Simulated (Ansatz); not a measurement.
**A computed series for GaSe: pressure series**

The parent structure is GaSe in the beta-GaS type structure (space group P6_3/mmc, No. 194; a = 3.7694 Å, c = 15.9642 Å; layered, stacked along the Cartesian z axis).

Cell and atoms are relaxed at each pressure.

The values are results of Ansatz (a first-principles code) PBE-D3(BJ), no SOC, earlier PAW set, not measurements.

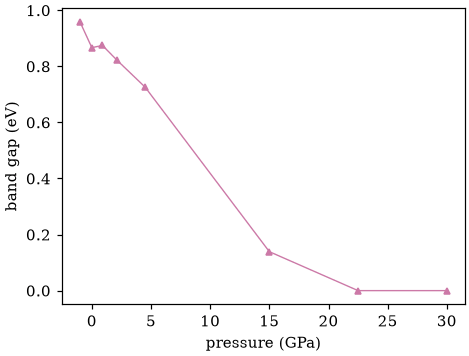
*Band gap against pressure*

```tsv
pressure (GPa)	band gap
-1	0.96 eV
0.9	0.87 eV
2.1	0.82 eV
4.5	0.73 eV
15	0.14 eV
22.5	zero
30	zero
```

A case with no gap was solved on a k-mesh chosen for an insulator, which is coarse for it. Load acts through the strain it causes; cell and atoms are relaxed under it. Whether these cells are dynamically stable was not tested. No other phases were tried under pressure. All final runs are without spin polarisation. The zero or small gap of GaSe under pressure 15 GPa, GaSe under pressure 22.5 GPa and GaSe under pressure 30 GPa can change with the level of theory.
